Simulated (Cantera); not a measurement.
Input: 1 mol NaI, a varied amount of H2, equilibrated at 1825 K and 0.653 Torr.

These are equilibrium values from Cantera (NASA tables, ideal gas, pure condensed phases), not measurements of a reactor. Candidate condensed phases: I2, Na, NaI; 9 gas species. Gases not in the tables: NaBr and NaI dimers. Equilibrium is a limit: real reactors are often held back by kinetics, nucleation or transport.

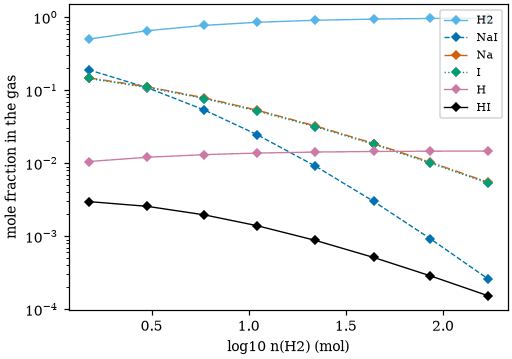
Figure: Equilibrium gas composition (values under 1e-9 drawn at 1e-9)

From 1.5 mol H2 to 170 mol H2 nothing is condensed.
